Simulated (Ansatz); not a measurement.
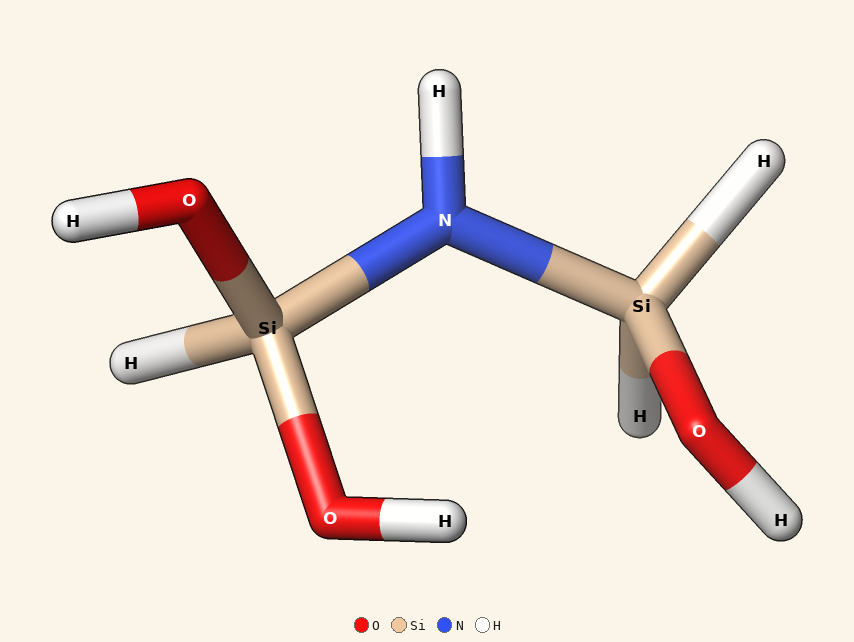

Starting geometry of the run.

Ansatz 0.2.0 input:

```yaml
crystal:
  periodic: [false, false, false]
  atoms:
    - {symbol: O, position_ang: [-0.302277, -0.598087, 2.034517]}
    - {symbol: Si, position_ang: [0.498146, -1.413021, 0.829054]}
    - {symbol: N, position_ang: [0.812050, -0.293456, -0.423335]}
    - {symbol: Si, position_ang: [-0.294697, 0.819327, -1.124493]}
    - {symbol: O, position_ang: [0.572904, 2.201875, -1.293573]}
    - {symbol: O, position_ang: [-1.602646, 0.907700, -0.151127]}
    - {symbol: H, position_ang: [-0.840971, -1.130267, 2.623098]}
    - {symbol: H, position_ang: [-0.381344, -2.536819, 0.410384]}
    - {symbol: H, position_ang: [1.802594, -1.947528, 1.297231]}
    - {symbol: H, position_ang: [1.785115, -0.138945, -0.644271]}
    - {symbol: H, position_ang: [-0.830149, 0.433179, -2.448974]}
    - {symbol: H, position_ang: [0.219079, 2.869828, -1.882189]}
    - {symbol: H, position_ang: [-1.417303, 0.791513, 0.788475]}
basis:
  gaussian: {orbitals: "6-31G*"}
hamiltonian: {xc: {name: r2SCAN}, dispersion: rvv10}
md: {timestep: 1 fs, n_steps: 30, ensemble: nve, temperature: 1000, initial_velocities: maxwell_boltzmann, seed: 987}
```

Command:

```sh
ansatz run in.yaml --threads 2 --pin off --events-out ev --progress --plain --max-ram 32768MiB --backend cpu
```

Output (its end):

```
mean field -23495.52921598 eV, -863.4447728455 hartree, gradient 2.4e-5 eV, S^2 0.000000; 1 other end points of the search recorded, 0 dependent functions left out
the calculation of the forces begins
reference -23495.52922800 eV, -863.4447732874 hartree; 33, 33 occupied and 79, 79 virtual orbitals, 1313 factors
md step    30: t =    30.00 fs  T =   636.8 K  F+E_penalty+E_count = -23495.52921598 eV  E_kin = 0.905408 eV  conserved = -23494.62380798 eV  (30 SCF iters)
Total energy: -23495.52922800 eV, -863.4447732874 hartree
Atom 0 at    -0.485600    -0.560543     1.926966 Å, force    -0.403512    -1.610756     1.611396 eV/Å
Atom 1 at     0.534005    -1.407063     0.853350 Å, force    -0.309656     0.482291    -0.831569 eV/Å
Atom 2 at     0.835213    -0.373713    -0.523661 Å, force    -1.700327    -0.512427     0.875918 eV/Å
Atom 3 at    -0.285801     0.809801    -1.127465 Å, force    -1.316401     0.030991    -0.011100 eV/Å
Atom 4 at     0.501512     2.213831    -1.297949 Å, force     1.153532     1.411386    -0.448624 eV/Å
Atom 5 at    -1.483427     0.939352     0.005327 Å, force     1.121937    -1.330946     1.610073 eV/Å
Atom 6 at    -0.970261    -1.075823     2.673443 Å, force     1.130969     1.141483    -1.899068 eV/Å
Atom 7 at    -0.043023    -2.709332     0.470802 Å, force    -0.447493    -0.124631     0.117979 eV/Å
Atom 8 at     1.861310    -1.684767     1.351281 Å, force     0.732896    -0.119391     0.635842 eV/Å
Atom 9 at     1.802702    -0.219649    -0.642923 Å, force     1.335069     0.401491    -0.378240 eV/Å
Atom 10 at    -0.919739     0.626296    -2.474809 Å, force     0.067421    -0.477578     0.241513 eV/Å
Atom 11 at     0.298582     2.798939    -2.052376 Å, force     0.005997    -0.497027     0.463470 eV/Å
Atom 12 at    -1.110803     0.531926     0.911586 Å, force    -1.370432     1.205115    -1.987589 eV/Å
Dipole moment:     0.268994    -0.399699     0.273511 e Å
```

The run converged.
